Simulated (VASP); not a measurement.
Band structure of Al (space group P6_3/mmc). Calculation: r2SCAN meta-GGA, VASP's PBE PAW potentials (set 64) (plane waves; VASP).

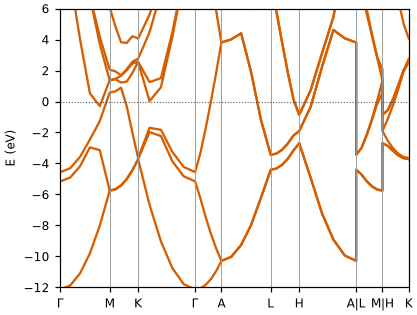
Bands along high-symmetry lines, zero at the valence-band maximum or, without a gap, the Fermi level

Task: Read the plot: is there a gap, and where are the band edges?

Result: It has no gap at this level: it comes out as a metal or semimetal.

The structure comes from a computed database's Al entry (P6_3/mmc); how it stands against other phases isn't given here. It was relaxed first.
